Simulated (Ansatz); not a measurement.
O$_{3}$W (charge +1, doublet)

Input

```
crystal:
  periodic: [false, false, false]
  atoms:
    - {symbol: W, position_ang: [-0.004581, 0.004187, 0.577977]}
    - {symbol: O, position_ang: [1.563060, -0.027070, -0.180095]}
    - {symbol: O, position_ang: [-0.756930, 1.363781, -0.208547]}
    - {symbol: O, position_ang: [-0.801550, -1.340888, -0.189344]}
basis:
  gaussian: {orbitals: def2-TZVP, initial_orbitals: start.molden}
total_charge: 1
magnetization: {spin_polarized: true, initial_magnetization: 1}
hamiltonian: {xc: pbe0, dispersion: d4}
scf: {omitted_lower_state_checks: [starts]}
output: {orbitals: {seedname: orbitals}}
```

Launched as:

```sh
ansatz run in.yaml --threads 4 --pin off --events-out ev --progress --plain --max-ram 3916MiB
```

Geometry: PBE-D4/def2-TZVP; ⟨S²⟩ = 0.82, above the pure value of 0.75; core potentials replace the inner electrons of W.

These are results of UKS PBE0-D4/def2-TZVP (Ansatz), not measurements.

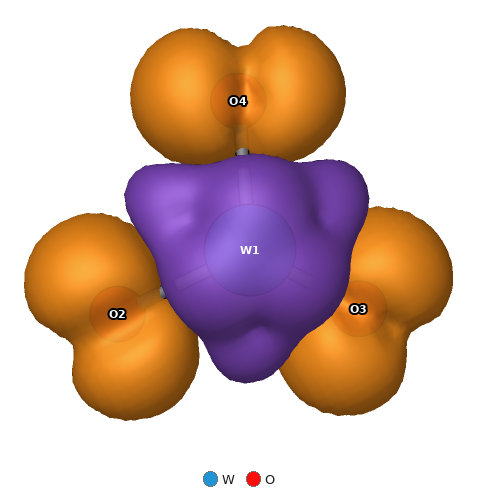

Figure 1. Isosurfaces of the spin density (α minus β) at +0.015 (orange) and −0.015 e/Å³ (purple), seen at a tilt.

> Which atoms carry the spin?

The unpaired spin (1 electron) lies mostly on O2 (about 0.4), O3 (about 0.4) and O4 (about 0.4), in electrons by Hirshfeld's partition, with opposite, polarisation-induced spin on W1.

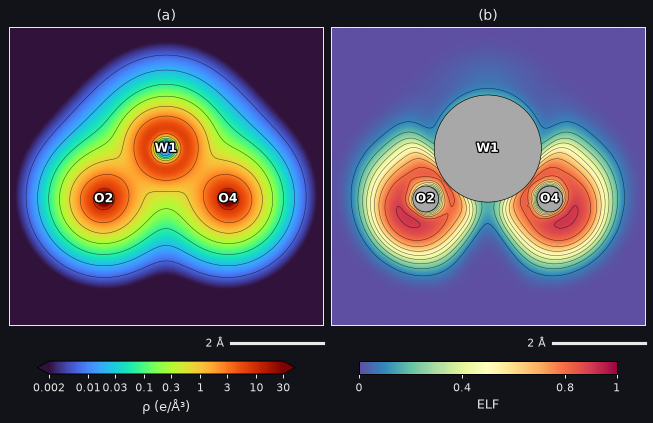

Figure 2. (a) electron density; (b) ELF on the plane of atoms O2, W1 and O4. Grey discs cover the atomic cores in the ELF map.

> What does the map show?

The plane passes through W and O nuclei.
W–O (1.74 Å): ρ at the midpoint is about 1.7 e/Å³; the ELF peaks at about 0.80 in the valence shell of O, 0.5 Å from its nucleus, and drops to about 0.35 between the two atoms.

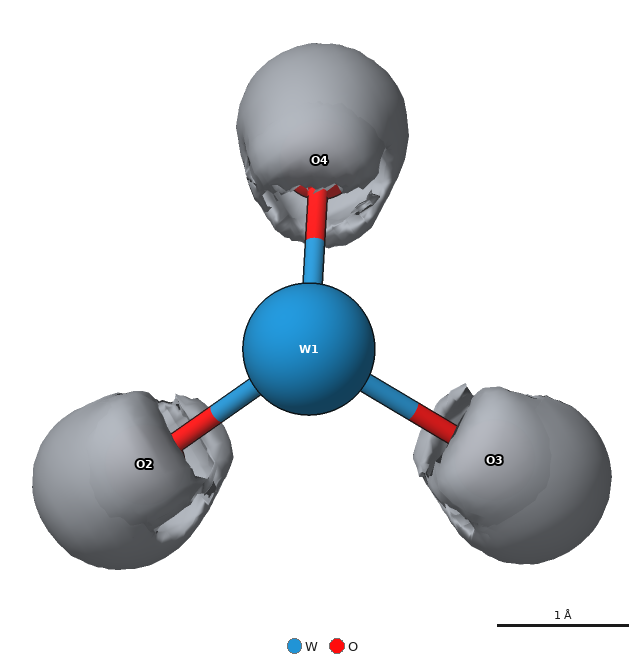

Figure 3. Isosurface of the ELF at 0.8 (grey), seen across its widest extent. Only the valence region is drawn (cores and ρ < 0.01 e/Å³ removed).

> Identify the bonds, lone pairs and shells in this picture.

The surface consists of three lobes on O, pointing away from the bonds (non-bonding electrons, which may merge into one lobe).

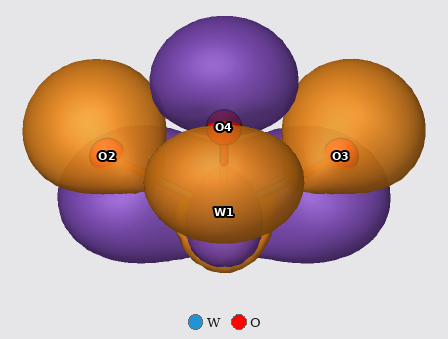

Figure 4. The HOMO (β) at ±0.1 Å⁻³ᐟ² (orange and purple are the two phases), seen from one side.

> Where does this orbital lie, and at what energy?

By Hirshfeld shares it lies mainly on O2 (about 30 %), O3 (about 30 %), O4 (about 30 %) and W1 (about 15 %); largely a combination of lone pairs on O2, O3 and O4. It is one of a degenerate set, so its orientation is arbitrary. Its energy is −15.81 eV.
